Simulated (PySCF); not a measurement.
ZnP: single-point calculation

ZnP, multiplicity 4, computed with UHF/x2c-svpall (PySCF 2.14.0).

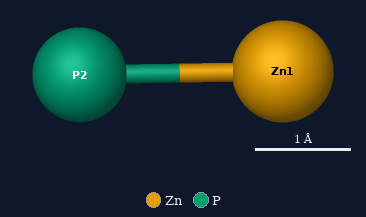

**Figure 1.** The structure as given in the input (ball-and-stick view, seen at a tilt; atoms are numbered from 1 in the order of the input). Sticks mark near contacts. Bond lengths as drawn: P–Zn 2.14 Å.

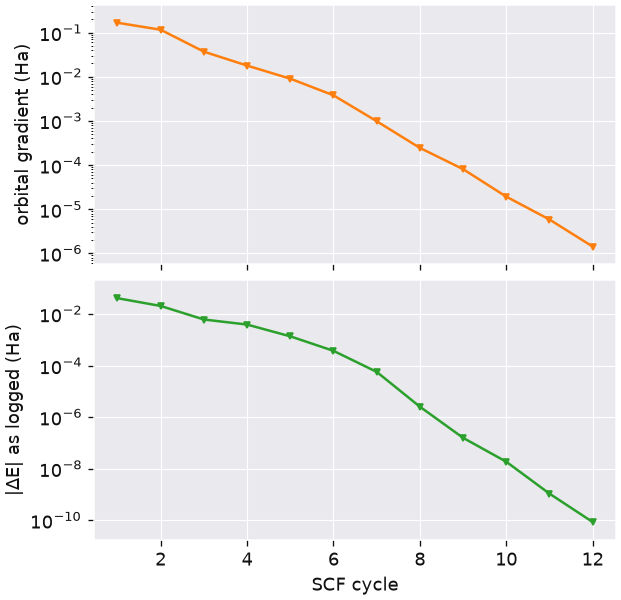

**Figure 2.** Convergence of the self-consistent field: orbital gradient and size of the energy change against the SCF cycle. The residual falls at every step.

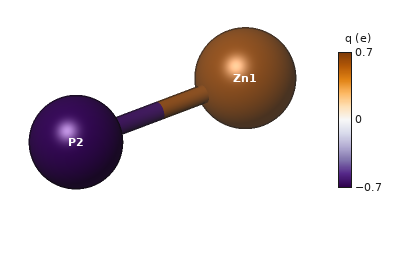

**Figure 3.** meta-Löwdin charges, as the colour of each atom (ball-and-stick view, seen at a tilt; atoms are numbered from 1 in the order of the input). By element: Zn +0.67 and P −0.67 e.

These pictures come from the run below.

## The input
```python
from pyscf import gto, scf, solvent

mol = gto.M(
    atom='Zn 0 0 0; P 0 0 2.142',
    basis='x2c-svpall',
    charge=0,
    spin=3,
    verbose=4,
)
mf = scf.UHF(mol)
mf = mf.sfx2c1e()
mf = solvent.PCM(mf)
mf.with_solvent.eps = 32.6
mf.kernel()
mf.analyze()
print('orbital energies (hartree):', [e[max(0, n-3):n+3].round(4) for e, n in zip(mf.mo_energy, mol.nelec)])
```

Command:
```bash
OMP_NUM_THREADS=1 python input.py
```

## What the program printed
```
PySCF version 2.14.0

[INPUT] verbose = 4
[INPUT] num. atoms = 2
[INPUT] num. electrons = 45
[INPUT] charge = 0
[INPUT] spin (= nelec alpha-beta = 2S) = 3
[INPUT] symmetry False subgroup None
[INPUT] Mole.unit = angstrom
[INPUT] Symbol           X                Y                Z      unit          X                Y                Z       unit  Magmom
[INPUT]  1 Zn     0.000000000000   0.000000000000   0.000000000000 AA    0.000000000000   0.000000000000   0.000000000000 Bohr   0.0
[INPUT]  2 P      0.000000000000   0.000000000000   2.142000000000 AA    0.000000000000   0.000000000000   4.047793358818 Bohr   0.0

nuclear repulsion = 111.171682966387
number of shells = 7
number of NR pGTOs = 114
number of NR cGTOs = 54
basis = x2c-svpall
ecp = {}

******** <class 'pyscf.solvent._attach_solvent.PCMsfX2C1eUHF'> ********
method = PCMsfX2C1eUHF
initial guess = minao
damping factor = 0
level_shift factor = 0
DIIS = <class 'pyscf.scf.diis.CDIIS'>
diis_start_cycle = 1
diis_space = 8
diis_damp = 0
SCF conv_tol = 1e-09
SCF conv_tol_grad = None
SCF max_cycles = 50
direct_scf = True
direct_scf_tol = 1e-13
number electrons alpha = 24  beta = 21

******** <class 'pyscf.x2c.sfx2c1e.SpinFreeX2CHelper'> ********
approx = 1e
xuncontract = 1
******** <class 'pyscf.solvent.pcm.PCM'> (In testing) ********

WARN: PCM is an experimental feature. It is still in testing.
Features and APIs may be changed in the future.

lebedev_order = 29 (302 grids per sphere)
eps = 32.6
frozen = False
Set gradient conv threshold to 3.16228e-05
PCM E_diel = -0.00305078077511122
Solvent Energy = -0.00305078077511122
init E= -2135.35003868036
  alpha nocc = 24  HOMO = -0.046735927197286  LUMO = 0.218650980580001
  beta  nocc = 21  HOMO = -0.315845235780308  LUMO = -0.163913546377316

WARN: HOMO -0.046735927197286 >= LUMO -0.163913546377316

PCM E_diel = -0.012090210607016
Solvent Energy = -0.012090210607016
cycle= 1 E= -2135.308814524  delta_E= 0.0412  |g|= 0.167  |ddm|= 1.52
  alpha nocc = 24  HOMO = -0.217082123276028  LUMO = 0.235103723068035
  beta  nocc = 21  HOMO = -0.311451235963276  LUMO = 0.0430516356395995
  HOMO = -0.217082123276  LUMO = 0.0430516356396  gap/eV = 7.07860
PCM E_diel = -0.0129409960183459
Solvent Energy = -0.0129409960183459
cycle= 2 E= -2135.32939552117  delta_E= -0.0206  |g|= 0.116  |ddm|= 0.389
  alpha nocc = 24  HOMO = -0.215836040963418  LUMO = 0.245219668414973
  beta  nocc = 21  HOMO = -0.304603136129221  LUMO = 0.0581369649997341
  HOMO = -0.215836040963  LUMO = 0.0581369649997  gap/eV = 7.45519
PCM E_diel = -0.0148171185173722
Solvent Energy = -0.0148171185173722
cycle= 3 E= -2135.33554461211  delta_E= -0.00615  |g|= 0.037  |ddm|= 0.11
  alpha nocc = 24  HOMO = -0.22335236583726  LUMO = 0.252088303689345
  beta  nocc = 21  HOMO = -0.309313259481441  LUMO = 0.0705244267015938
  HOMO = -0.223352365837  LUMO = 0.0705244267016  gap/eV = 7.99679
PCM E_diel = -0.0169988690716313
Solvent Energy = -0.0169988690716313
cycle= 4 E= -2135.33946416209  delta_E= -0.00392  |g|= 0.0179  |ddm|= 0.148
  alpha nocc = 24  HOMO = -0.229385662696599  LUMO = 0.255037144676311
  beta  nocc = 21  HOMO = -0.318411316812766  LUMO = 0.0698451896284551
  HOMO = -0.229385662697  LUMO = 0.0698451896285  gap/eV = 8.14249
PCM E_diel = -0.018809745312798
Solvent Energy = -0.018809745312798
cycle= 5 E= -2135.34083536266  delta_E= -0.00137  |g|= 0.00905  |ddm|= 0.0936
  alpha nocc = 24  HOMO = -0.231040724695965  LUMO = 0.256693700328315
  beta  nocc = 21  HOMO = -0.320655406239951  LUMO = 0.0711073186999784
  HOMO = -0.231040724696  LUMO = 0.0711073187  gap/eV = 8.22187
PCM E_diel = -0.0199333227166368
Solvent Energy = -0.0199333227166368
cycle= 6 E= -2135.34121058459  delta_E= -0.000375  |g|= 0.0038  |ddm|= 0.0591
  alpha nocc = 24  HOMO = -0.231041805465003  LUMO = 0.2574684846468
  beta  nocc = 21  HOMO = -0.321214340299599  LUMO = 0.0717582739156823
  HOMO = -0.231041805465  LUMO = 0.0717582739157  gap/eV = 8.23961
PCM E_diel = -0.0203893221212867
Solvent Energy = -0.0203893221212867
cycle= 7 E= -2135.34126799499  delta_E= -5.74e-05  |g|= 0.000986  |ddm|= 0.0289
  alpha nocc = 24  HOMO = -0.231036033979194  LUMO = 0.257644829147781
  beta  nocc = 21  HOMO = -0.321445122284993  LUMO = 0.0718641561861506
  HOMO = -0.231036033979  LUMO = 0.0718641561862  gap/eV = 8.24233
PCM E_diel = -0.0204643954010591
Solvent Energy = -0.0204643954010591
cycle= 8 E= -2135.34127055298  delta_E= -2.56e-06  |g|= 0.000245  |ddm|= 0.00611
  alpha nocc = 24  HOMO = -0.230935057585071  LUMO = 0.257623940616144
  beta  nocc = 21  HOMO = -0.321366869320467  LUMO = 0.0718558047363074
  HOMO = -0.230935057585  LUMO = 0.0718558047363  gap/eV = 8.23936
PCM E_diel = -0.0204682022953984
Solvent Energy = -0.0204682022953984
cycle= 9 E= -2135.3412707119  delta_E= -1.59e-07  |g|= 8.1e-05  |ddm|= 0.00122
  alpha nocc = 24  HOMO = -0.230917645797921  LUMO = 0.257634094929371
  beta  nocc = 21  HOMO = -0.321391882520249  LUMO = 0.0718723585068987
  HOMO = -0.230917645798  LUMO = 0.0718723585069  gap/eV = 8.23934
PCM E_diel = -0.0204756452357083
Solvent Energy = -0.0204756452357083
cycle= 10 E= -2135.34127073074  delta_E= -1.88e-08  |g|= 1.93e-05  |ddm|= 0.000451
  alpha nocc = 24  HOMO = -0.230908866329883  LUMO = 0.257632812616293
  beta  nocc = 21  HOMO = -0.321389976282488  LUMO = 0.0718735110557305
  HOMO = -0.23090886633  LUMO = 0.0718735110557  gap/eV = 8.23913
PCM E_diel = -0.0204769489208407
Solvent Energy = -0.0204769489208407
cycle= 11 E= -2135.34127073183  delta_E= -1.09e-09  |g|= 5.86e-06  |ddm|= 0.000107
  alpha nocc = 24  HOMO = -0.230907027258901  LUMO = 0.257633451955638
  beta  nocc = 21  HOMO = -0.321390922842857  LUMO = 0.071875344376391
  HOMO = -0.230907027259  LUMO = 0.0718753443764  gap/eV = 8.23913
PCM E_diel = -0.020477478342248
Solvent Energy = -0.020477478342248
cycle= 12 E= -2135.34127073192  delta_E= -8.64e-11  |g|= 1.43e-06  |ddm|= 3.05e-05
  alpha nocc = 24  HOMO = -0.230907032075551  LUMO = 0.257633286784618
  beta  nocc = 21  HOMO = -0.321391208765158  LUMO = 0.0718750650230858
  HOMO = -0.230907032076  LUMO = 0.0718750650231  gap/eV = 8.23912
PCM E_diel = -0.0204775088377257
Solvent Energy = -0.0204775088377257
Extra cycle  E= -2135.34127073192  delta_E= -3.64e-12  |g|= 7.73e-07  |ddm|= 4.08e-06
converged SCF energy = -2135.34127073192  <S^2> = 3.7678007  2S+1 = 4.0088905
**** SCF Summaries ****
Total Energy =                       -2135.341270731920304
Nuclear Repulsion Energy =             111.171682966386570
One-electron Energy =                -3197.506467324808909
Two-electron Energy =                  951.013991135340120
Two-electron Coulomb Energy =         1044.337213982172216
DFT Exchange-Correlation Energy =      -93.323222846832095
HOMO-LUMO gap [eV] =                     8.239120524096135
**** MO energy ****
                             alpha | beta                alpha | beta
MO #1   energy= -357.519920882809  | -357.518127915515  occ= 1 | 1
MO #2   energy= -80.0970516503271  | -80.0831835238233  occ= 1 | 1
MO #3   energy= -45.3237942882991  | -45.3223750869203  occ= 1 | 1
MO #4   energy= -39.1409275300135  | -39.1409618709223  occ= 1 | 1
MO #5   energy= -39.1409275300084  | -39.1409618709173  occ= 1 | 1
MO #6   energy= -39.1402837689661  | -39.1385573131512  occ= 1 | 1
MO #7   energy= -7.49372851282267  | -7.47777174826194  occ= 1 | 1
MO #8   energy= -5.80081069796715  | -5.79594742441305  occ= 1 | 1
MO #9   energy= -5.36136794187071  | -5.33700015724567  occ= 1 | 1
MO #10  energy= -5.36136794184962  | -5.32785954565716  occ= 1 | 1
MO #11  energy= -5.35046013520696  | -5.32785954563663  occ= 1 | 1
MO #12  energy= -3.88252218087095  | -3.87905071785719  occ= 1 | 1
MO #13  energy= -3.8808743692559   | -3.8788868176225   occ= 1 | 1
MO #14  energy= -3.88087436925446  | -3.87888681762092  occ= 1 | 1
MO #15  energy= -0.825125781473317 | -0.771844369389521 occ= 1 | 1
MO #16  energy= -0.765437259577444 | -0.763071278696745 occ= 1 | 1
MO #17  energy= -0.765437259576499 | -0.763070568140828 occ= 1 | 1
MO #18  energy= -0.763973368115028 | -0.759197707208108 occ= 1 | 1
MO #19  energy= -0.763972919764438 | -0.759197707207304 occ= 1 | 1
MO #20  energy= -0.73750238432388  | -0.596644460160142 occ= 1 | 1
MO #21  energy= -0.3874231004102   | -0.321391208765158 occ= 1 | 1
MO #22  energy= -0.356654561506555 | 0.0718750650230858 occ= 1 | 0
MO #23  energy= -0.356654561505556 | 0.0718750650301464 occ= 1 | 0
MO #24  energy= -0.230907032075551 | 0.0734965376882004 occ= 1 | 0
MO #25  energy= 0.201313274620508  | 0.257633286784618  occ= 0 | 0
MO #26  energy= 0.211629361516672  | 0.277786004672035  occ= 0 | 0
MO #27  energy= 0.211629361532264  | 0.277786004687447  occ= 0 | 0
MO #28  energy= 0.303906883599026  | 0.373977513770793  occ= 0 | 0
MO #29  energy= 0.41782652632951   | 0.446458600804572  occ= 0 | 0
MO #30  energy= 0.417832674821206  | 0.446512141877058  occ= 0 | 0
MO #31  energy= 0.417884503323575  | 0.477292340176442  occ= 0 | 0
MO #32  energy= 0.422573886483599  | 0.477292340185635  occ= 0 | 0
MO #33  energy= 0.422573886492524  | 0.480711765816969  occ= 0 | 0
MO #34  energy= 0.515435072081813  | 0.552846901001142  occ= 0 | 0
MO #35  energy= 0.748112386199328  | 0.84895219754831   occ= 0 | 0
MO #36  energy= 0.748112386204716  | 0.848952197552151  occ= 0 | 0
MO #37  energy= 0.773805832241674  | 0.91456584949357   occ= 0 | 0
MO #38  energy= 0.773809301567627  | 0.914567742208973  occ= 0 | 0
MO #39  energy= 0.889462938493208  | 0.927420319134312  occ= 0 | 0
MO #40  energy= 0.95165644575121   | 1.01602120473817   occ= 0 | 0
MO #41  energy= 0.95165644575885   | 1.01602120474379   occ= 0 | 0
MO #42  energy= 1.14348784918104   | 1.18438473016167   occ= 0 | 0
MO #43  energy= 1.92503568288155   | 1.93485029882384   occ= 0 | 0
MO #44  energy= 1.9250559860985    | 1.93487083088862   occ= 0 | 0
MO #45  energy= 1.93681865742166   | 1.95419602876971   occ= 0 | 0
MO #46  energy= 1.93681865743142   | 1.95419602877907   occ= 0 | 0
MO #47  energy= 2.08360267719413   | 2.1043204828763    occ= 0 | 0
MO #48  energy= 7.08324493359363   | 7.08301935983389   occ= 0 | 0
MO #49  energy= 7.08324493359585   | 7.08301935983611   occ= 0 | 0
MO #50  energy= 7.0849824802847    | 7.08569979472603   occ= 0 | 0
MO #51  energy= 7.08498382840228   | 7.0857012063502    occ= 0 | 0
MO #52  energy= 7.08750487532448   | 7.08833045975049   occ= 0 | 0
MO #53  energy= 7.08750487532977   | 7.088330459756     occ= 0 | 0
MO #54  energy= 7.09473680515481   | 7.09553327538433   occ= 0 | 0

To work with the spin densities directly, `use mulliken_meta_spin()` only printing them here.

 ** Mulliken spin pop alpha/beta on meta-lowdin orthogonal AOs **
 ** Mulliken Spin Density (per AO)  **
spin_pop of  0 Zn 1s        0.00000
spin_pop of  0 Zn 2s        0.00000
spin_pop of  0 Zn 3s        0.00000
spin_pop of  0 Zn 4s        0.63521
spin_pop of  0 Zn 5s        0.01757
spin_pop of  0 Zn 2px       0.00000
spin_pop of  0 Zn 2py       0.00000
spin_pop of  0 Zn 2pz       0.00000
spin_pop of  0 Zn 3px       0.00000
spin_pop of  0 Zn 3py       0.00000
spin_pop of  0 Zn 3pz       0.00001
spin_pop of  0 Zn 4px       0.00583
spin_pop of  0 Zn 4py       0.00583
spin_pop of  0 Zn 4pz       0.04280
spin_pop of  0 Zn 3dxy      0.00000
spin_pop of  0 Zn 3dyz      0.00240
spin_pop of  0 Zn 3dz^2     0.00428
spin_pop of  0 Zn 3dxz      0.00240
spin_pop of  0 Zn 3dx2-y2    0.00000
spin_pop of  0 Zn 4dxy      0.00002
spin_pop of  0 Zn 4dyz      0.00022
spin_pop of  0 Zn 4dz^2     0.00451
spin_pop of  0 Zn 4dxz      0.00022
spin_pop of  0 Zn 4dx2-y2    0.00002
spin_pop of  0 Zn 5dxy     -0.00003
spin_pop of  0 Zn 5dyz      0.00012
spin_pop of  0 Zn 5dz^2     0.01865
spin_pop of  0 Zn 5dxz      0.00012
spin_pop of  0 Zn 5dx2-y2   -0.00003
spin_pop of  0 Zn 4f-3     -0.00000
spin_pop of  0 Zn 4f-2     -0.00000
spin_pop of  0 Zn 4f-1      0.00000
spin_pop of  0 Zn 4f+0      0.00000
spin_pop of  0 Zn 4f+1      0.00000
spin_pop of  0 Zn 4f+2     -0.00000
spin_pop of  0 Zn 4f+3     -0.00000
spin_pop of  1 P 1s        0.00001
spin_pop of  1 P 2s        0.00065
spin_pop of  1 P 3s        0.05312
spin_pop of  1 P 4s        0.01319
spin_pop of  1 P 2px       0.00004
spin_pop of  1 P 2py       0.00004
spin_pop of  1 P 2pz       0.00000
spin_pop of  1 P 3px       0.98822
spin_pop of  1 P 3py       0.98822
spin_pop of  1 P 3pz       0.20203
spin_pop of  1 P 4px       0.00172
spin_pop of  1 P 4py       0.00172
spin_pop of  1 P 4pz       0.00985
spin_pop of  1 P 3dxy      0.00001
spin_pop of  1 P 3dyz      0.00144
spin_pop of  1 P 3dz^2    -0.00187
spin_pop of  1 P 3dxz      0.00144
spin_pop of  1 P 3dx2-y2    0.00001
 ** Mulliken Spin Density (per atom)  **
spin density of  0 Zn =      0.74016
spin density of  1 P =      2.25984
 ** Mulliken pop alpha/beta on meta-lowdin orthogonal AOs **
 ** Mulliken pop       alpha | beta **
pop of  0 Zn 1s        1.00000 | 1.00000
pop of  0 Zn 2s        1.00000 | 1.00000
pop of  0 Zn 3s        1.00000 | 1.00000
pop of  0 Zn 4s        0.92073 | 0.28552
pop of  0 Zn 5s        0.02137 | 0.00380
pop of  0 Zn 2px       1.00000 | 1.00000
pop of  0 Zn 2py       1.00000 | 1.00000
pop of  0 Zn 2pz       1.00000 | 1.00000
pop of  0 Zn 3px       1.00000 | 1.00000
pop of  0 Zn 3py       1.00000 | 1.00000
pop of  0 Zn 3pz       1.00000 | 0.99999
pop of  0 Zn 4px       0.00619 | 0.00036
pop of  0 Zn 4py       0.00619 | 0.00036
pop of  0 Zn 4pz       0.05882 | 0.01602
pop of  0 Zn 3dxy      0.99997 | 0.99997
pop of  0 Zn 3dyz      0.99957 | 0.99717
pop of  0 Zn 3dz^2     0.99779 | 0.99352
pop of  0 Zn 3dxz      0.99957 | 0.99717
pop of  0 Zn 3dx2-y2    0.99997 | 0.99997
pop of  0 Zn 4dxy      0.00002 | 0.00000
pop of  0 Zn 4dyz      0.00024 | 0.00001
pop of  0 Zn 4dz^2     0.00477 | 0.00025
pop of  0 Zn 4dxz      0.00024 | 0.00001
pop of  0 Zn 4dx2-y2    0.00002 | 0.00000
pop of  0 Zn 5dxy      0.00000 | 0.00003
pop of  0 Zn 5dyz      0.00013 | 0.00000
pop of  0 Zn 5dz^2     0.01894 | 0.00029
pop of  0 Zn 5dxz      0.00013 | 0.00000
pop of  0 Zn 5dx2-y2    0.00000 | 0.00003
pop of  0 Zn 4f-3      0.00000 | 0.00000
pop of  0 Zn 4f-2      0.00000 | 0.00000
pop of  0 Zn 4f-1      0.00000 | 0.00000
pop of  0 Zn 4f+0      0.00000 | 0.00000
pop of  0 Zn 4f+1      0.00000 | 0.00000
pop of  0 Zn 4f+2      0.00000 | 0.00000
pop of  0 Zn 4f+3      0.00000 | 0.00000
pop of  1 P 1s        1.00000 | 0.99999
pop of  1 P 2s        0.99996 | 0.99931
pop of  1 P 3s        0.99414 | 0.94102
pop of  1 P 4s        0.01371 | 0.00051
pop of  1 P 2px       1.00000 | 0.99996
pop of  1 P 2py       1.00000 | 0.99996
pop of  1 P 2pz       1.00000 | 0.99999
pop of  1 P 3px       0.99052 | 0.00231
pop of  1 P 3py       0.99052 | 0.00231
pop of  1 P 3pz       0.95096 | 0.74894
pop of  1 P 4px       0.00173 | 0.00001
pop of  1 P 4py       0.00173 | 0.00001
pop of  1 P 4pz       0.01119 | 0.00134
pop of  1 P 3dxy      0.00001 | 0.00000
pop of  1 P 3dyz      0.00162 | 0.00018
pop of  1 P 3dz^2     0.00764 | 0.00951
pop of  1 P 3dxz      0.00162 | 0.00018
pop of  1 P 3dx2-y2    0.00001 | 0.00000
In total            24.00000 | 21.00000
 ** Mulliken atomic charges   ( Nelec_alpha | Nelec_beta ) **
charge of  0Zn =      0.67089  (    15.03463     14.29448 )
charge of  1P =     -0.67089  (     8.96537      6.70552 )
Dipole moment(X, Y, Z, Debye): -0.00000, -0.00000, -2.90091
orbital energies (hartree): [array([-0.3567, -0.3567, -0.2309,  0.2013,  0.2116,  0.2116]), array([-0.7592, -0.5966, -0.3214,  0.0719,  0.0719,  0.0735])]
```

## Results in brief

```tsv
quantity	value
outcome	converged
SCF energy	−2135.341271 hartree
⟨S²⟩	3.768
dipole moment	2.90 D
hardware	1 CPU thread, shared host
wall time	4.8 s
```

Notes on the run: PCM is an experimental feature.
